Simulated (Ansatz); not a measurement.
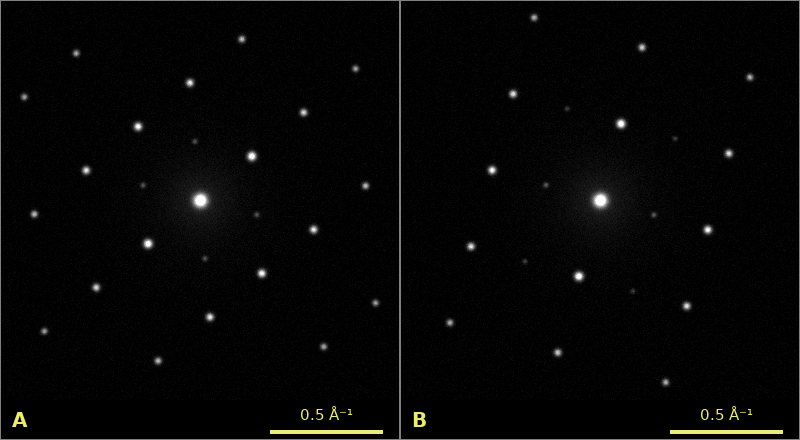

Kinematic electron diffraction patterns (200 kV, B = 0.5 Å², same scale, each along a low-index zone) of two structures of composition CdI, each relaxed at zero pressure with Ansatz, DFT PBE, scalar-relativistic, plane waves, PAW.

The structures (standard cells):
1. Pm-3m (No. 221), a = 3.972 Å, 2 atoms; generated start, possibly hypothetical
2. Fm-3m (No. 225), a = 6.550 Å, 8 atoms; generated start, possibly hypothetical

> Which pattern belongs to which structure, and along which zone?

A is structure 2 along [110] or an equivalent direction: centred rectangular net of -1 1 -1 (weak) at d = 3.78 Å and -1 1 1 (weak) at d = 3.78 Å, 70.5° apart (some points of this net are extinct or too weak to see). B is structure 1 along [110] or an equivalent direction: rectangular net of 0 0 1 (weak) at d = 3.97 Å and 1 -1 0 at d = 2.81 Å, 90.0° apart (some points of this net are extinct or too weak to see).

> Rank the structures by their computed energy.

Structure 2 (Fm-3m, 35.12 Å³ an atom) is the lowest of these; structure 1 (Pm-3m, 31.33 Å³ an atom) lies about 110 meV an atom higher. These are static energies at 0 K; other structures, not shown, may lie lower still.
